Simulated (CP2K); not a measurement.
Vinylsilane has these distinct C atoms: C1 (bonded to C and 2 H) and C2 (bonded to C, Si and H).

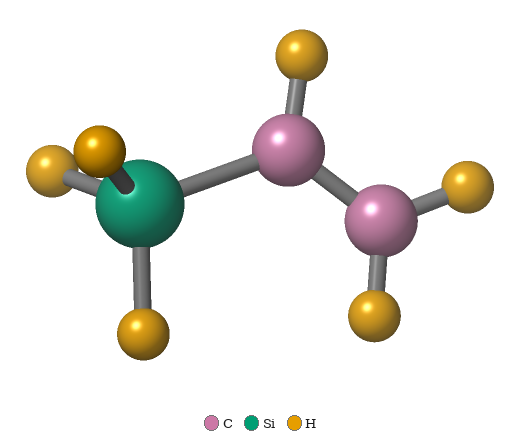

The molecule (carbon pink, silicon teal, hydrogen orange).

```xyz
9

C     1.5104   -0.1403   -0.3387
C     0.5035    0.1005    0.5158
Si   -1.2898    0.0569    0.0228
H     1.3299   -0.3817   -1.3893
H     2.5568   -0.1072   -0.0248
H     0.7593    0.3367    1.5550
H    -2.0384   -0.9600    0.8198
H    -1.3889   -0.2824   -1.4260
H    -1.9429    1.3776    0.2654
```

Their partial C K spectra (CP2K XAS_TDP, all-electron GAPW, PBEh(45%), aug-pc-1, TDA, GW2X-corrected core level, no relativity) are given in random order, each times the number of alike atoms.

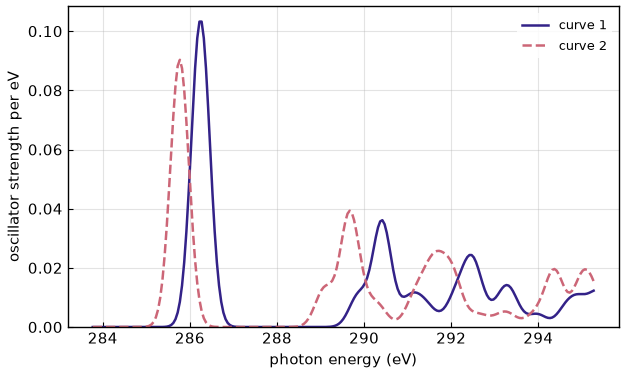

Gaussian full width 0.5 eV, oscillator strength per eV, alike atoms added, rows of zeros left out.

**Question.** Which curve belongs to which atom?

Curve 1: C1 (bonded to C and 2 H), leading line at 286.25 eV (f = 0.055 an atom), ionisation energy 291.89 eV, term value 5.64 eV. Curve 2: C2 (bonded to C, Si and H), leading line at 285.77 eV (f = 0.048 an atom), ionisation energy 291.12 eV, term value 5.35 eV. The leading line of an atom is its first one with 35 % of the strongest within 2.5 eV of its lowest line over the strength cut. A line lies at the core ionisation energy, which rises as an atom loses charge to its neighbours or to a π system, less the term value, which is large for a low π* or σ* orbital with weight on that atom.

[Banner, clock and machine lines of the logs are left out without a mark of their own.]

[Logs are printed without paths, hosts, clocks, repeated set-up lines and the standing remarks that a program may print on its own settings, such as how far it seeks lower states.]

[Hosts, paths, dates, database ids (printed as entryN), source tags and the programs' standing remarks are cut or masked in the printed files.]
